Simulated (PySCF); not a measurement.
```tsv
atom	x (Å)	y (Å)	z (Å)
C	3.3006	1.2023	-0.7770
O	2.0114	0.6340	-0.5744
C	1.9173	-0.3517	0.3199
O	2.8645	-0.7614	0.9472
Si	0.1464	-1.0407	0.4806
N	-0.6262	-1.0617	-1.0414
C	-2.0543	-0.8027	-1.0736
Si	-2.5168	0.1167	0.5326
O	-3.0916	1.6243	0.3506
N	-0.9453	0.0613	1.2462
H	3.9969	0.4385	-1.1298
H	3.1811	1.9852	-1.5214
H	3.6828	1.6148	0.1587
H	0.2360	-2.2983	1.2402
H	-0.2924	-1.6087	-1.8193
H	-2.2938	-0.2205	-1.9686
H	-2.6148	-1.7404	-1.1539
H	-3.5748	-0.5180	1.3042
H	-2.5704	2.2929	-0.0894
H	-0.7619	0.4446	2.1557
```

Geometry: GFN2-xTB.

Theory: PySCF, PBE0/pcSseg-1, SCF density, gas phase, non-relativistic.

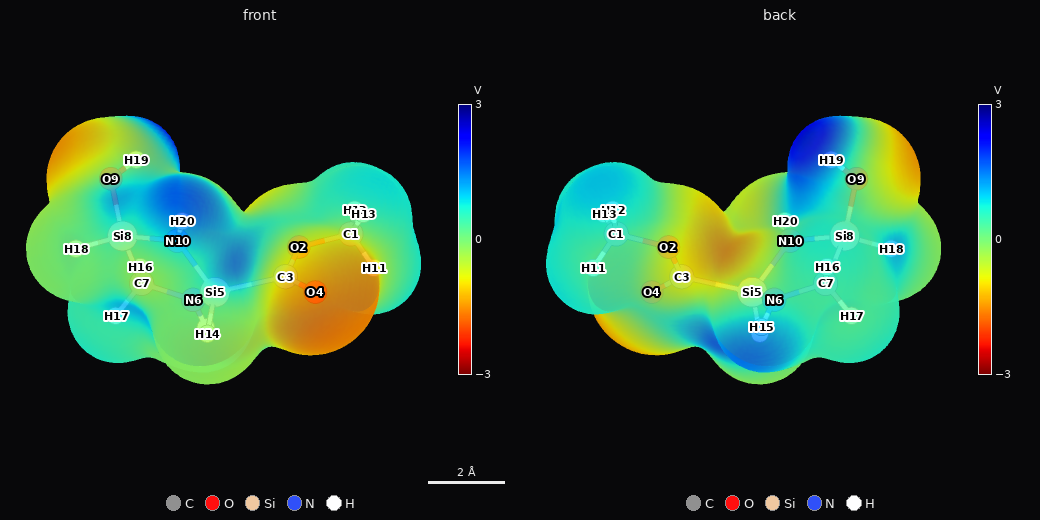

C$_{3}$H$_{10}$N$_{2}$O$_{3}$Si$_{2}$. The electrostatic potential painted on the density surface at 0.002 e/bohr³, seen from the front and from behind; the colour scale runs from red (negative) to blue (positive).

> Describe the electrostatic potential map.

The most negative region (about −1.8 V) lies over O4, the most positive (about +2.4 V) over H19. O4 is the likeliest acceptor of a hydrogen bond.
